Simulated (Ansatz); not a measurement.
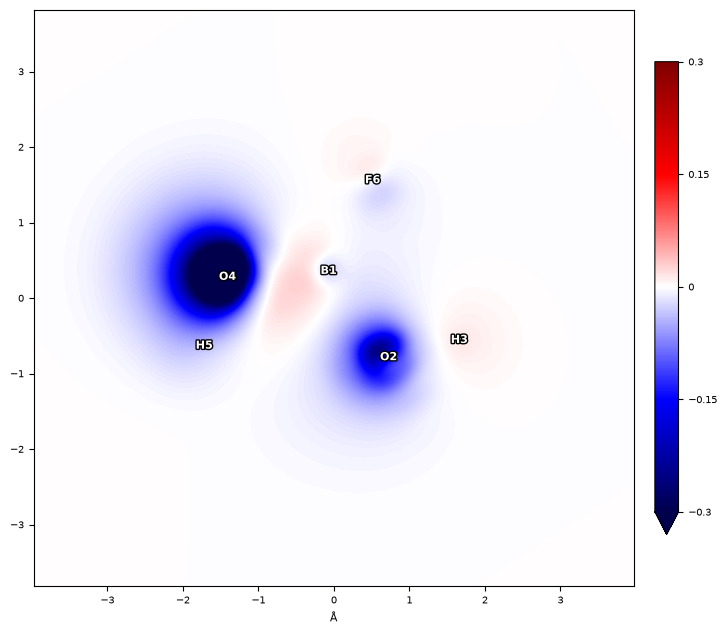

Figure 1: BFH2O2···NH3. The HOMO−1 on the plane of atoms O2, B1 and F6 (values in Å⁻³ᐟ²; the overall sign is arbitrary).

Not at a stationary point (largest force 0.8 eV/Å).

Method: Ansatz 0.2.0, RKS B3LYP-D4/def2-SVP.

Input

```
crystal:
  periodic: [false, false, false]
  atoms:
    - { symbol: B, position_ang: [0.0, 0.0, 0.0] }
    - { symbol: O, position_ang: [0.0, 0.0, 1.76] }
    - { symbol: H, position_ang: [-0.9095, -0.2814, 2.0971] }
    - { symbol: O, position_ang: [1.2211, 0.0, -0.705] }
    - { symbol: H, position_ang: [1.5209, -0.9519, -0.8599] }
    - { symbol: F, position_ang: [-1.1431, 0.0, -0.66] }
    - { symbol: "N", position_ang: [0.0829, 1.7537, 0.5833] }
    - { symbol: H, position_ang: [0.4765, 1.9752, 1.5423] }
    - { symbol: H, position_ang: [-0.2631, 2.537, -0.0414] }
    - { symbol: H, position_ang: [0.0529, 1.1189, 1.5507] }
basis:
  gaussian: { orbitals: def2-SVP }
hamiltonian:
  xc: b3lyp
  dispersion: d4
relax:
  f_tol: 0.15
  max_steps: 25
  restrain:
    - { distance: [0, 6], at: 2.75, k: 30.0 }
    - { distance: [9, 1], at: 2.21, k: 30.0 }
    - { distance: [0, 1], at: 1.41, k: 30.0 }
    - { distance: [9, 6], at: 1.06, k: 30.0 }
output:
  orbitals: {}
```

Run with:

```sh
ansatz run input.yaml --threads 2 --pin off --max-ram 3072MiB --backend cpu --events-out ev --progress --plain --runs-dir out
```

The fields are those of the run's last geometry, not of the input's.

What is the character of this orbital?

Answer. It lies mainly on O4 (about 45 %) and O2 (about 40 %); largely a combination of lone pairs on O4 and O2. Its energy is −8.68 eV.
